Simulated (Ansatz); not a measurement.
GeH4···H3Sb (SMILES [GeH4].[SbH3])

```xyz
9

Ge    0.0958   -0.2146   -1.9903
H    -1.1854    0.6054   -2.1851
H     1.2556    0.7197   -1.6223
H     0.4310   -0.9675   -3.2849
H    -0.1161   -1.2287   -0.8560
Sb   -0.3270    0.7145    1.9580
H     1.2127   -0.0167    2.0450
H    -1.0991   -0.7624    2.3273
H    -0.2675    1.1500    3.6084
```

Geometry: PBE0-D4/def2-TZVP; core potentials replace the inner electrons of Sb.

Level of theory: RKS PBE0-D4/def2-TZVPPD (Ansatz).

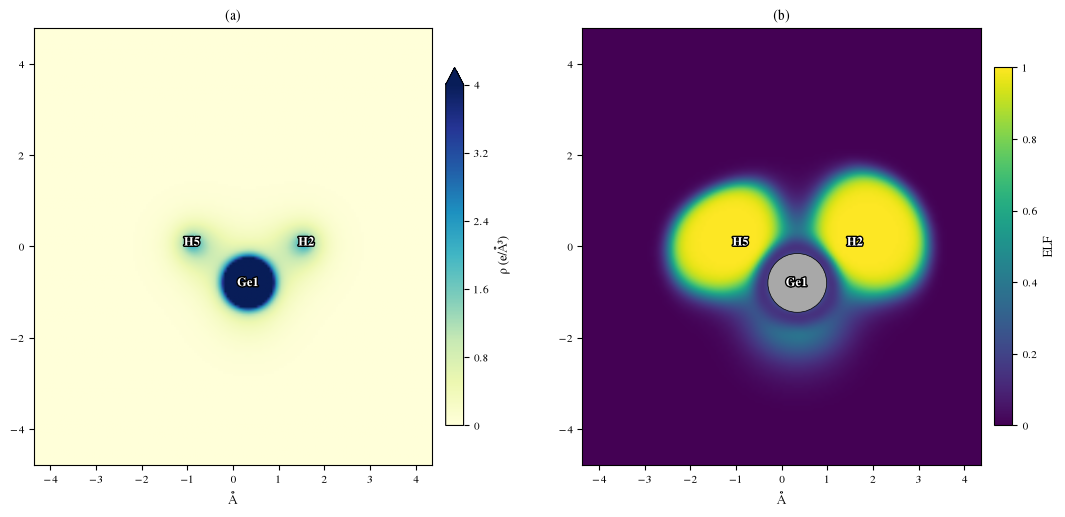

Figure 1. (a) electron density; (b) electron localisation function on the plane of atoms H2, Ge1 and H5. Grey discs cover the atomic cores in the ELF map.

**Describe what can be read from this map.**

- The section cuts through Ge and H sites.
- Ge–H (1.53 Å): ρ at the midpoint is about 1.1 e/Å³; the ELF climbs to about 1 towards the hydrogen.

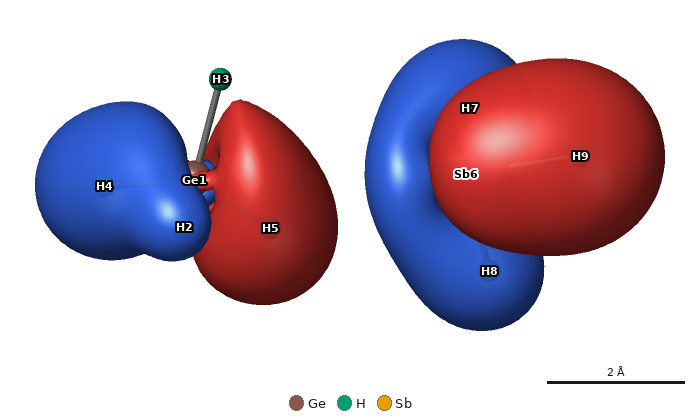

Figure 2. The HOMO−1 at ±0.06 Å⁻³ᐟ² (red and blue are the two phases), seen across its widest extent.

**Describe this orbital and give its energy.**

By Hirshfeld shares it lies mainly on Sb6 (about 30 %), H9 (about 20 %), Ge1 (about 15 %), H5 (about 10 %), H7 (about 10 %) and H4 (about 5 %). Its energy is −9.43 eV.
